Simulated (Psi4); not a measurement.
**FH3Sn (SnFH3): a first try and a second**

Aim: a single-point energy of FH3Sn (SnFH3) at PBEh-3c/def2-mSVP (density fitting, core potential).

Program for the calculation: Psi4 1.11.

### Step 1. The structure to begin with

FH3Sn has 5 atoms, charge 0, and is taken as a singlet. SMILES: `[H][Sn]([H])([H])[F]`. The shape comes from GFN2-xTB, which is rough for such elements, and wasn't checked as a minimum.

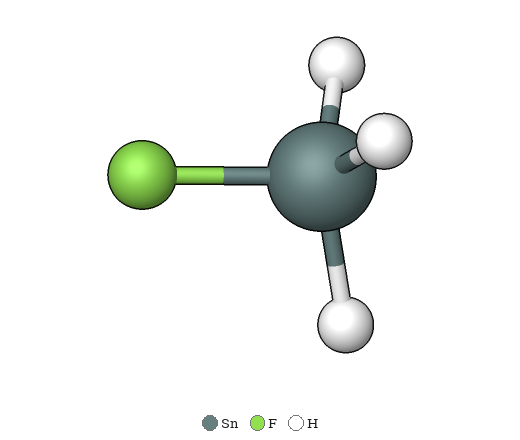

The structure, seen from a chosen angle (tin teal, fluorine green, hydrogen white).

### Step 2. The input as first written

The input, calc.dat:

```
memory 1600 MB

molecule molecule1 {
  Sn    -0.002590     0.002420    -0.166930
  F      0.011740    -0.019270     1.757340
  H      1.619230     0.010970    -0.538180
  H     -0.817750     1.408460    -0.512480
  H     -0.810630    -1.402580    -0.539750
  units angstrom
  symmetry c1
}

set {
  scf_type                disk_df
  diis                    false
  scf_initial_accelerator none
  guess                   core
  maxiter                 75
}

e_tot, wfn = energy("pbeh-3c", return_wfn=True)
```

Run with:

```
$ psi4 -i calc.dat -o calc.out -n 1
```

calc.out:

```text
Psi4 1.11 release

   => Loading Basis Set <=

    Name: DEF2-MSVP
    Role: ORBITAL
    Keyword: BASIS

    !!!  WARNING: ECP capability is in beta. Please check occupations closely.  !!!

   => PBEH3C: Empirical Dispersion <=

        s6 =       1.000000
        s8 =       0.000000
        a1 =       0.486000
        a2 =       4.500000

         ---------------------------------------------------------
                                   SCF
                              RKS Reference
                        1 Threads,   1525 MiB Core
         ---------------------------------------------------------

  ==> Geometry <==

    Molecular point group: c1
    Full point group: C1

    Geometry (in Angstrom), charge = 0, multiplicity = 1:

[... 96 lines left out ...]
    Weights Tolerance      =       1.00E-15
[... 49 lines left out ...]
  ==> Iterations <==

                           Total Energy        Delta E     RMS |[F,P]|

   @DF-RKS iter   1:  -297.31955326485922   -2.97320e+02   2.42608e-01
   @DF-RKS iter   2:  -284.31164721930082    1.30079e+01   1.27125e-01
   @DF-RKS iter   3:  -294.66716921377588   -1.03555e+01   1.02494e-01
[... 6 lines of this table left out ...]
   @DF-RKS iter  10:  -285.08713996051137   -8.40149e+01   1.14086e-01
[... 55 lines of further cycles ...]
   @DF-RKS iter  66:  -285.08741256987332   -8.40324e+01   1.14103e-01
   @DF-RKS iter  67:  -201.05499431848642    8.40324e+01   2.14770e-01
   @DF-RKS iter  68:  -285.08741256987332   -8.40324e+01   1.14103e-01
[... 6 lines of this table left out ...]
   @DF-RKS iter  75:  -201.05499431848665    8.40324e+01   2.14770e-01

PsiException: Could not converge SCF iterations in 75 iterations.

  Failed to converge.

psi4.driver.p4util.exceptions.SCFConvergenceError: Could not converge SCF iterations in 75 iterations.

Printing out the relevant lines from the Psithon --> Python processed input file:
    core.set_global_option("SCF_TYPE", "disk_df")
    core.set_global_option("DIIS", "false")
    core.set_global_option("SCF_INITIAL_ACCELERATOR", "none")
    core.set_global_option("GUESS", "core")
    core.set_global_option("MAXITER", 75)
--> e_tot, wfn = energy("pbeh-3c", return_wfn=True)

!------------------------------------------------------!
!                                                      !
!  Could not converge SCF iterations in 75 iterations. !
!                                                      !
!------------------------------------------------------!

    Psi4 run time: 0:00:10.82
```

Run time: 12 s. Hardware: 1 thread of Intel Xeon 6975P-C (Granite Rapids), shared host; peak memory 0.32 GiB.

### Step 3. What went wrong

No converged result was reached.

The telling line is `Could not converge SCF iterations in 75 iterations.`. The fault: the convergence aids are set badly. The sound input differs in these keys, not all of which need be the cause: diis at its default in place of no; scf initial accelerator at its default in place of none; starting guess at its default in place of core.

### Step 4. The mended input

The input, fh3sn.dat:

```
memory 1600 MB

molecule m {
  0 1
  Sn    -0.002590     0.002420    -0.166930
  F      0.011740    -0.019270     1.757340
  H      1.619230     0.010970    -0.538180
  H     -0.817750     1.408460    -0.512480
  H     -0.810630    -1.402580    -0.539750
  symmetry c1
}

set {
  scf_type disk_df
}

e, wfn = energy('pbeh-3c', return_wfn=True)
```

Run with:

```
$ psi4 -i fh3sn.dat -o fh3sn.out -n 1
```

fh3sn.out:

```text
Psi4 1.11 release

   => Loading Basis Set <=

    Name: DEF2-MSVP
    Role: ORBITAL
    Keyword: BASIS

    !!!  WARNING: ECP capability is in beta. Please check occupations closely.  !!!

   => PBEH3C: Empirical Dispersion <=

        s6 =       1.000000
        s8 =       0.000000
        a1 =       0.486000
        a2 =       4.500000

         ---------------------------------------------------------
                                   SCF
                              RKS Reference
                        1 Threads,   1525 MiB Core
         ---------------------------------------------------------

  ==> Geometry <==

    Molecular point group: c1
    Full point group: C1

    Geometry (in Angstrom), charge = 0, multiplicity = 1:

[... 96 lines left out ...]
    Weights Tolerance      =       1.00E-15
[... 51 lines left out ...]
                           Total Energy        Delta E     RMS |[F,P]|
[... 1 line left out ...]
   @DF-RKS iter SAD:  -313.97664569767022   -3.13977e+02   0.00000e+00
   @DF-RKS iter   1:  -315.69435324890344   -1.71771e+00   9.62416e-03 DIIS/ADIIS
   @DF-RKS iter   2:  -315.65968159817055    3.46717e-02   1.25025e-02 DIIS/ADIIS
   @DF-RKS iter   3:  -315.76711114773587   -1.07430e-01   1.07937e-03 DIIS/ADIIS
   @DF-RKS iter   4:  -315.76805185652296   -9.40709e-04   1.65448e-04 DIIS/ADIIS
   @DF-RKS iter   5:  -315.76807419276321   -2.23362e-05   3.06688e-05 DIIS
   @DF-RKS iter   6:  -315.76807513834854   -9.45585e-07   2.37320e-06 DIIS
   @DF-RKS iter   7:  -315.76807515434137   -1.59928e-08   4.32579e-07 DIIS
  Energy and wave function converged.
[... 26 lines left out ...]
    Final Occupation by Irrep:
              A
    DOCC [    17 ]
    NA   [    17 ]
    NB   [    17 ]

  @DF-RKS Final Energy:  -315.76807515434137

   => Energetics <=

    Nuclear Repulsion Energy =             81.1081874057072270
    One-Electron Energy =                -679.7333242691263422
    Two-Electron Energy =                 300.5270597726548658
    DFT Exchange-Correlation Energy =     -17.6818536052701880
    Empirical Dispersion Energy =           0.0118555416930862
    VV10 Nonlocal Energy =                  0.0000000000000000
    Total Energy =                       -315.7680751543413749

Computation Completed

Properties will be evaluated at   0.000000,   0.000000,   0.000000 [a0]

Properties computed using the SCF density matrix

 Multipole Moments:

 ------------------------------------------------------------------------------------
     Multipole            Electronic (a.u.)      Nuclear  (a.u.)        Total (a.u.)
 ------------------------------------------------------------------------------------

 L = 1.  Multiply by 2.5417464519 to convert [e a0] to [Debye]
 Dipole X            :         -0.1308415            0.1184903           -0.0123512
 Dipole Y            :          0.1832609           -0.1685951            0.0146658
 Dipole Z            :        -15.7610475           14.6148905           -1.1461570
 Magnitude           :                                                    1.1463174

 ------------------------------------------------------------------------------------

	total time  =          4 seconds =       0.07 minutes

    Psi4 run time: 0:00:03.26
```

Wall time 4.2 s (1 thread of Intel Xeon 6975P-C (Granite Rapids), shared host); peak memory 0.35 GiB.

### Step 5. What came out

At PBEh-3c/def2-mSVP (density fitting, core potential):

| quantity | value |
| --- | --- |
| total energy | -315.76808 Eh |
| dipole moment | 2.91 D |
| HOMO energy | -10.29 eV |
| LUMO energy | 0.09 eV |
| HOMO–LUMO gap | 10.38 eV |
